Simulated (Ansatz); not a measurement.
# One shape, several levels: H3NO (hydroxylamine)

Aim: a comparison of 6 runs (BLYP/STO-3G, HSE06/STO-3G, UPBE0/STO-3G, revPBE/STO-3G, wB97M-V/STO-3G, RPA@PBE/STO-3G) of H3NO (hydroxylamine). 

The results are computed with Ansatz 0.2.0.

51 further runs of the same task are left out: 1 that didn't finish, 50 set aside as unsound or not needed.

## 1. The molecule

H3NO: 5 atoms, total charge 0, spin state singlet. SMILES: `NO`. The H4–N1 distance was set to 1.275 Å, away from the relaxed value.

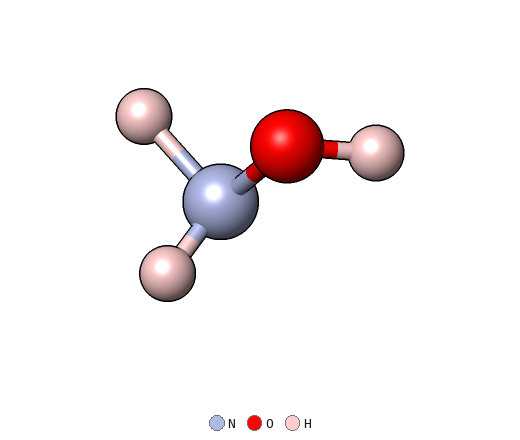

The structure, seen from a chosen angle (nitrogen light blue, oxygen red, hydrogen pink).

## 2. A single-point energy at BLYP/STO-3G (run 1)

Input file molecule.yaml:

```yaml
crystal:
  periodic: [false, false, false]
  atoms:
    - {symbol: N, position_ang: [0.065562, -0.429479, -0.277491]}
    - {symbol: O, position_ang: [0.616202, 0.611211, 0.537189]}
    - {symbol: H, position_ang: [0.082702, -1.269179, 0.300689]}
    - {symbol: H, position_ang: [-1.156690, -0.114310, -0.454620]}
    - {symbol: H, position_ang: [1.370112, 0.949591, 0.035959]}
basis:
  gaussian:
    orbitals: STO-3G
hamiltonian:
  xc: {name: BLYP}
accuracy: high
```

On the command line:

```console
$ ansatz run molecule.yaml --threads 1 --pin off --max-ram 2610MiB --events-out events.jsonl --progress --plain --runs-dir runs
```

Output:

```text
Warning: RAYON_NUM_THREADS=1 ignored (pool sized by the plan → 1); use --threads N
Functional definition: BLYP
  name "BLYP"
  parameter beta = 0.0042
  parameter a = 0.04918
  parameter b = 0.132
  parameter c = 0.2533
  parameter d = 0.349
  exchange = b88_x(beta = beta)
  correlation = lyp_c(a = a, b = b, c = c, d = d)
209 factors; integrals over basis functions are off by at most 2.7e-8 eV
mean field evaluation 1: about -3532.7800 eV, gradient 7.7e0 eV
mean field evaluation 2: about -3532.8766 eV, gradient 6.8e0 eV
mean field evaluation 4: about -3533.0446 eV, gradient 3.8e-1 eV
mean field evaluation 8: about -3532.9877 eV, gradient 5.6e-3 eV
mean field evaluation 16: about -3532.9877 eV, gradient 6.6e-9 eV
mean field -3532.98772855 eV, -129.8349042791 hartree, gradient 3.4e-8 eV, S^2 0.000000; 0 other end points of the search recorded, 0 dependent functions left out
reference -3532.98776122 eV, -129.8349054796 hartree; 9, 9 occupied and 4, 4 virtual orbitals, 209 factors
Total energy: -3532.98776122 eV, -129.8349054796 hartree
```

It took 0.71 s on 1 thread of Arm Neoverse V1, shared host.

## 3. A single-point energy at HSE06/STO-3G (run 2)

Input file run.yaml:

```yaml
crystal:
  periodic: [false, false, false]
  atoms:
    - symbol: N
      position_ang: [0.065562, -0.429479, -0.277491]
    - symbol: O
      position_ang: [0.616202, 0.611211, 0.537189]
    - symbol: H
      position_ang: [0.082702, -1.269179, 0.300689]
    - symbol: H
      position_ang: [-1.156690, -0.114310, -0.454620]
    - symbol: H
      position_ang: [1.370112, 0.949591, 0.035959]
basis:
  gaussian: {orbitals: STO-3G}
hamiltonian: {xc: {name: HSE06}}
accuracy: high
```

On the command line:

```console
$ ansatz run run.yaml --threads 1 --pin off --max-ram 2610MiB --events-out events.jsonl --progress --plain --runs-dir runs
```

Output:

```text
Warning: RAYON_NUM_THREADS=1 ignored (pool sized by the plan → 1); use --threads N
Functional definition: HSE06
  name "HSE06"
  parameter a = 0.25
  parameter omega = 0.11/bohr
  exchange = pbe_x - a*pbe_x_sr(omega) + a*exact_x_sr(omega)
  correlation = pbe_c
209 factors; integrals over basis functions are off by at most 2.7e-8 eV
46 factors; integrals over basis functions are off by at most 2.8e-10 eV
mean field evaluation 1: about -3530.6674 eV, gradient 8.9e0 eV
mean field evaluation 2: about -3530.8520 eV, gradient 6.2e0 eV
mean field evaluation 4: about -3530.9830 eV, gradient 4.6e-1 eV
mean field evaluation 8: about -3530.9741 eV, gradient 3.3e-3 eV
mean field evaluation 16: about -3530.9741 eV, gradient 2.7e-8 eV
mean field -3530.97406709 eV, -129.7609035853 hartree, gradient 2.7e-8 eV, S^2 0.000000; 0 other end points of the search recorded, 0 dependent functions left out
reference -3530.97406885 eV, -129.7609036499 hartree; 9, 9 occupied and 4, 4 virtual orbitals, 209 factors
Total energy: -3530.97406885 eV, -129.7609036499 hartree
```

It took 0.89 s on 1 thread of Arm Neoverse V1, shared host.

Runs 3 to 5 aren't shown in full; the table further down has their settings and results.

## 4. A single-point energy at RPA@PBE/STO-3G (run 6)

Input file in.yaml:

```yaml
basis:
  gaussian:
    orbitals: STO-3G
crystal:
  periodic: [false, false, false]
  atoms:
    - {symbol: "N", position_ang: [0.065562, -0.429479, -0.277491]}
    - {symbol: O, position_ang: [0.616202, 0.611211, 0.537189]}
    - {symbol: H, position_ang: [0.082702, -1.269179, 0.300689]}
    - {symbol: H, position_ang: [-1.156690, -0.114310, -0.454620]}
    - {symbol: H, position_ang: [1.370112, 0.949591, 0.035959]}
hamiltonian:
  xc: {name: PBE}
correlation:
  method: rpa
  frozen_orbitals: {H: 0, "N": 1, O: 1}
accuracy: high
```

On the command line:

```console
$ ansatz run in.yaml --threads 1 --pin off --max-ram 2610MiB --events-out events.jsonl --progress --plain --runs-dir runs
```

Output:

```text
Warning: RAYON_NUM_THREADS=1 ignored (pool sized by the plan → 1); use --threads N
Functional definition: PBE
  name "PBE"
  parameter kappa = 0.804
  parameter beta = 0.06672455060314922
  exchange = pbe_x(kappa = kappa, mu = beta*pi^2/3)
  correlation = pbe_c(beta = beta)
209 factors; integrals over basis functions are off by at most 2.7e-8 eV
mean field evaluation 1: about -3530.3122 eV, gradient 7.8e0 eV
mean field evaluation 2: about -3530.2502 eV, gradient 7.9e0 eV
mean field evaluation 4: about -3530.5194 eV, gradient 1.4e0 eV
mean field evaluation 8: about -3530.5273 eV, gradient 1.0e-2 eV
mean field evaluation 16: about -3530.5273 eV, gradient 4.5e-8 eV
mean field -3530.52731342 eV, -129.7444856909 hartree, gradient 4.8e-8 eV, S^2 0.000000; 0 other end points of the search recorded, 0 dependent functions left out
2 core orbitals not correlated: weight in the atoms' cores, before any rotation towards them, 1.000 or more for the frozen orbitals, at most 0.000 for the correlated occupied ones
reference -3516.13052748 eV, -129.2154135660 hartree; 7, 7 occupied and 4, 4 virtual orbitals, 209 factors
Total energy: -3521.63917260 eV, -129.4178525403 hartree
```

Run time: 1 s. Hardware: 1 thread of Arm Neoverse V1, shared host.

## 5. Overview of the runs

```
run           level  frozen core orbitals  energy (Eh)  wall time
  1     BLYP/STO-3G                     –  -129.834905     0.71 s
  2    HSE06/STO-3G                     –  -129.760904     0.89 s
  3    UPBE0/STO-3G                     –  -129.766668      1.1 s
  4   revPBE/STO-3G                     –  -129.865894     0.73 s
  5  wB97M-V/STO-3G                     –  -129.884205       11 s
  6  RPA@PBE/STO-3G                     2  -129.417853        1 s
```

## 6. Results

```
                               quantity          value
                    run 6: total energy  -129.41785 Eh
run 6: RPA correlation energy (valence)     -202.4 mEh
```

What this shows: Totals of different functionals can't be ranked against each other. In runs 1, 2, 3, 4, 5, 6 the basis is minimal, so the values are rough. All runs together took 15 s, the longest 11 s.
